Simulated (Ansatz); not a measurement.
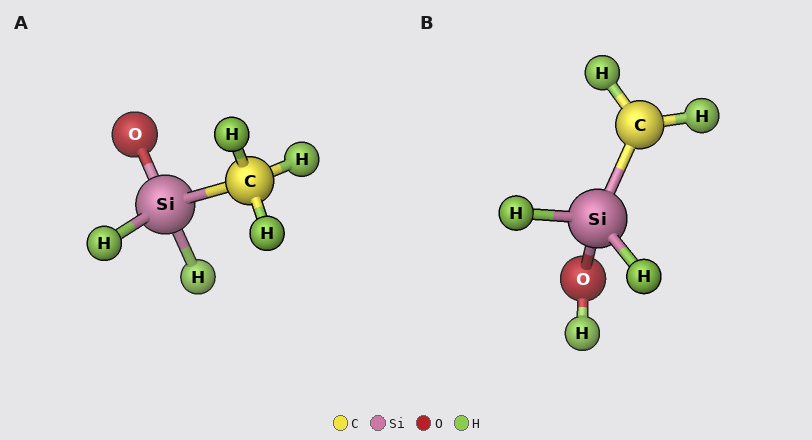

2 stationary structures of one formula. The species has charge −1 and is a spin singlet. Geometries: PBE0-D4/def2-TZVPD. Electronic energies: RHF-CCSD(T) (frozen core)/def2-TZVPPD (Ansatz 0.2.0), without zero-point energy. No frequency run is at hand to confirm each as a minimum. Each is one conformer, not always the lowest.

Which structure is the most stable?

Answer. A is lowest (Cs); B lies 1.252 eV above it.

Give E(B) − E(A) in eV at these levels too: B3LYP-D4/def2-TZVPPD; r2SCAN-D4/def2-TZVPPD; PBE0-D4/def2-TZVPD; ωB97M-V/def2-TZVPPD; PBE-D4/def2-TZVPPD; PBE0-D4/def2-TZVPPD; RHF-CCSD(T) (frozen core)/def2-TZVPPD.

```
                                level  E(B) − E(A) (eV)
                 B3LYP-D4/def2-TZVPPD            +1.273
                r2SCAN-D4/def2-TZVPPD            +1.281
                   PBE0-D4/def2-TZVPD            +1.248
                  ωB97M-V/def2-TZVPPD            +1.224
                   PBE-D4/def2-TZVPPD            +1.224
                  PBE0-D4/def2-TZVPPD            +1.224
RHF-CCSD(T) (frozen core)/def2-TZVPPD            +1.252
```
